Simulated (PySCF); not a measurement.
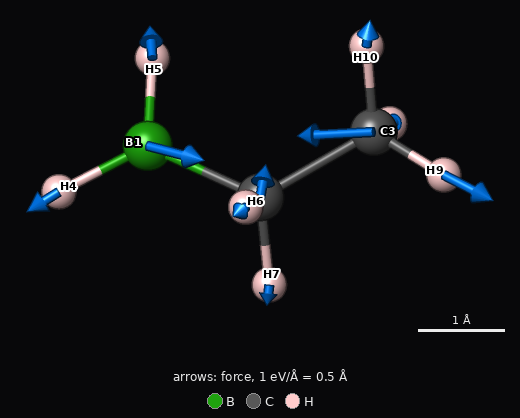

Starting geometry of C$_{2}$H$_{7}$B with the computed forces as blue arrows. Style: ball-and-stick. Shown at a tilt.

The start comes from GFN2-xTB. Its atoms were then displaced at random by about 0.01 Å.

Theory: PySCF, PBE0-D3(BJ)/def2-SVP geometry optimisation, gas phase. 

Question: Is this structure relaxed? If not, where do the atoms go?

Answer: It isn't relaxed: the largest force vector, on a C atom, is 1.99 eV/Å. The final displacements follow the starting forces only in part (cosine between the two patterns 0.34). An H atom moves most after the best rigid fit: 0.11 Å. Largest moves by element: H 0.11 Å, B 0.03 Å, C 0.02 Å. Among the contacts that change: C–H 1.061 → 1.101 Å, B–H 1.176 → 1.213 Å, B–C 1.583 → 1.556 Å, C–H 1.081 → 1.101 Å. Among the angles between lasting bonds that change: B–C–H 108.3° → 104.1°, H–C–H 104.8° → 101.9°, C–C–H 108.3° → 111.1°. After 8 geometry steps the energy has fallen by 11.2 kJ/mol. Cost: 13 s on 1 thread of Arm Neoverse V1 (shared host).
